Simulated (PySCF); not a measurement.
# AuI2 (Au(I)2-): the cost of one run

The runs use PySCF 2.14.0; several levels, as the steps say, no spin–orbit coupling.

3 further runs of the same task are left out: 2 for a known fault of the program, 1 that didn't finish.

## (1) The starting structure

3 atoms, charge -1, spin multiplicity 1.

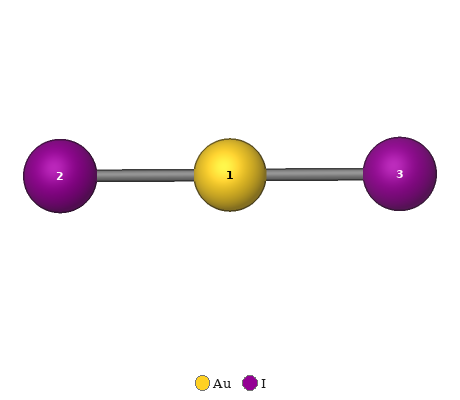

The geometry (gold amber, iodine purple); atoms are numbered from 1 in the order of the file.

Coordinates:

```xyz
3
charge -1, multiplicity 1
Au    0.0000    0.0000    0.0000
I     0.0000    0.0000    2.6492
I     0.0000    0.0000   -2.6492
```

Formal oxidation states: Au +1. An earlier session relaxed this geometry at B3LYP, Au def2-SVP with ECP60, I def2-SVP with ECP28 (singlet, point group D∞h).

At B3LYP on the finer grid: E = -731.583772 Eh, HOMO -2.15 eV, LUMO 2.86 eV, Mulliken charge on Au1 -0.12 e, largest force component 0.013 eV/Å. 

Levels to run: TPSS; revPBE; HF; BP86; B3LYP, TZVP; B3LYP, x2c-SVP. Hardware: 2 threads of Intel Xeon Platinum 8259CL at 2.50GHz (Skylake/Cascade Lake), shared host.

## (2) TPSS

Contents of run.py (the lines that set the calculation):

```python
mol = gto.M(atom='''
Au     0.00000     0.00000     0.00000
I      0.00000     0.00000     2.64921
I      0.00000     0.00000    -2.64921''',
    basis={'Au': 'def2-SVP', 'I': 'def2-SVP'},
    ecp={'Au': 'def2-SVP', 'I': 'def2-SVP'},
    charge=-1, spin=0)
mf = dft.RKS(mol, xc='TPSS')
mf.grids.atom_grid = (75, 302)
mf = mf.density_fit()  # fitting sets: Au def2-universal-JKFIT, I def2-universal-JKFIT
mf.conv_tol = 1e-08; mf.max_cycle = 55
mf.kernel(dm0)  # dm0: the density of the relaxed state
```

Started as:

```sh
> OMP_NUM_THREADS=2 python run.py
```

**Question.** How long does this run take on 2 threads of Intel Xeon Platinum 8259CL at 2.50GHz (Skylake/Cascade Lake), shared host?

About 7.2 s.
